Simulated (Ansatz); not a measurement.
An ideal cubic perovskite cell is held by its symmetry; such compounds can tilt or shift off centre at room temperature.

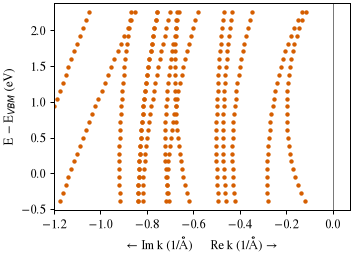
Figure. Complex bands at the centre of the two-dimensional zone; r2SCAN in Ansatz (a program for electronic structure)

No gap correction and no spin-orbit coupling; mid-gap values are interpolated between computed energies.

Task: This is CsPbBr3 (Pm-3m, cubic perovskite, 5 atoms a cell, 42.1 Å³ an atom) along the normal of (110). Read off the slowest decay at the centre of the two-dimensional zone at 1.04 eV, the computed energy nearest the middle of the gap.

Result: κ ≈ 0.20 1/Å, a decay length 1/(2κ) of the density of 2.5 Å.
